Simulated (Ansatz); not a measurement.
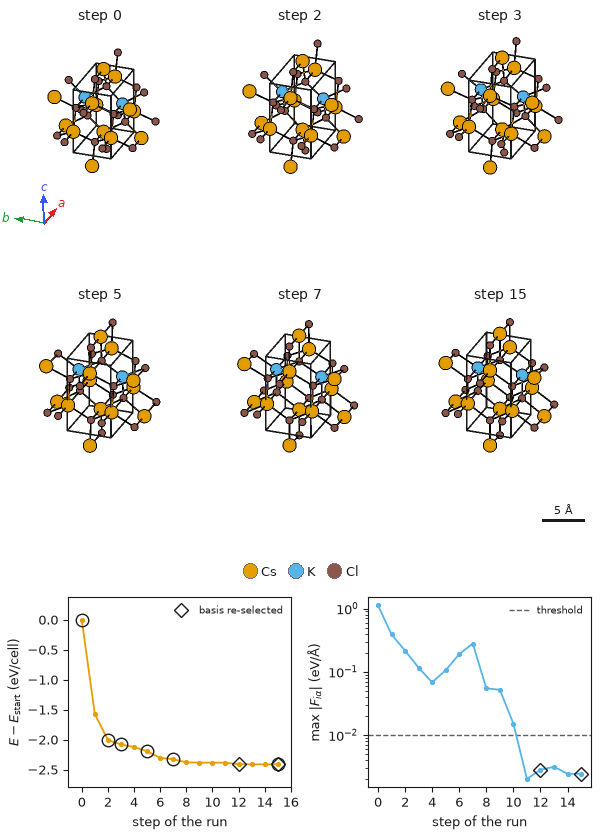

Frames of a relaxation of solid Cs3KCl4 (built on the Al3GaN4-6 type type), marked on the history of the run. A ball-and-stick model of the cell of the calculation, seen from a free direction.

These are results of DFT, PBEsol, plane waves, PAW (Ansatz), not measurements. Set-up: plane-wave cutoff 420 eV; k-point mesh 4 × 4 × 4; occupations fermi dirac; smearing width 0.03 eV; no spin polarisation; cell and atoms relaxed; force threshold 0.01 eV/Å; at most 120 steps.

Q: Describe the path.

A: The atom that moves furthest relative to the cell is a Cl atom (0.52 Å along [−2 0 −1]). By element the largest moves are Cl 0.52 Å, Cs 0.41 Å, K 0.41 Å. The volume changes by +21.8 %, with a 7.769 → 6.733 Å (−13.3 %), b 4.820 → 5.663 Å (+17.5 %), c 8.345 → 9.981 Å (+19.6 %). Some distances before and after: Cl–Cs 4.857 → 3.371 Å, Cl–Cs 4.837 → 3.369 Å, Cl–K 4.742 → 3.368 Å, Cl–Cs 2.891 → 3.500 Å. New bonds form, among them: Cl–Cs (4.84 → 3.37 Å), Cl–Cs (4.86 → 3.37 Å), Cl–K (4.74 → 3.37 Å). Bond angles that change, for instance: Cs–Cl–Cs 110.8° → 86.9°, Cs–Cl–Cs 109.7° → 88.7°, Cl–Cs–Cl 107.9° → 87.7°. The space group (tolerance 0.01 Å) goes from Pm (No. 6) to Pmm2 (No. 25). The energy falls by 2.410 eV per cell of the calculation in 13 accepted moves (15 points after the start). Largest force component: 1.1 eV/Å at the start, 0.0024 eV/Å at the end. The pressure goes from 6.76 to 0.00 GPa. At 2 points the geometry stayed and the basis and grid were re-selected for the new cell (energy shift of 25.7 meV per cell of the calculation at most each time). Cost: 2.3 min on 4 threads of Arm Neoverse V1, on a shared host, peak memory 0.84 GiB. From step 0 to 2: a Cl atom moves most (0.23 Å), volume +26.8 %, energy −2.002 eV per cell of the calculation. From step 2 to 3: a Cl atom moves most (0.19 Å), volume +6.0 %, energy −76.6 meV per cell of the calculation. From step 3 to 5: a Cl atom moves most (0.19 Å), volume −5.8 %, energy −0.115 eV per cell of the calculation. From step 5 to 7: Cs and Cl atoms move most (0.19 Å), volume −5.2 %, energy −0.132 eV per cell of the calculation. From step 7 to 15: a Cl atom moves most (0.28 Å), volume +1.4 %, energy −84.9 meV per cell of the calculation.

| step | E − E(0), meV/atom | largest force component, eV/Å | pressure, GPa | volume, Å³/atom | note |
| --- | --- | --- | --- | --- | --- |
| 0 | 0.00 | 1.1202 | 6.76 | 39.060 |  |
| 1 | -196.43 | 0.3905 | 2.60 | 44.412 |  |
| 2 | -250.30 | 0.2159 | 0.66 | 49.542 |  |
| 3 | -259.88 | 0.1164 | -0.23 | 52.537 |  |
| 4 | -265.10 | 0.0682 | -0.02 | 50.683 |  |
| 5 | -274.25 | 0.1060 | -0.03 | 49.501 |  |
| 6 | -287.56 | 0.1900 | -0.07 | 48.360 |  |
| 7 | -290.70 | 0.2800 | 0.23 | 46.922 |  |
| 8 | -297.13 | 0.0549 | 0.02 | 47.136 |  |
| 9 | -297.68 | 0.0520 | 0.00 | 47.203 |  |
| 10 | -297.85 | 0.0152 | 0.00 | 47.137 |  |
| 11 | -297.87 | 0.0020 | 0.00 | 47.144 |  |
| 12 | -301.08 | 0.0028 | 0.10 | 47.144 | same geometry, new basis |
| 13 | -301.27 | 0.0032 | 0.04 | 47.410 |  |
| 14 | -301.30 | 0.0024 | 0.00 | 47.575 |  |
| 15 | -301.31 | 0.0024 | 0.00 | 47.575 | same geometry, new basis |
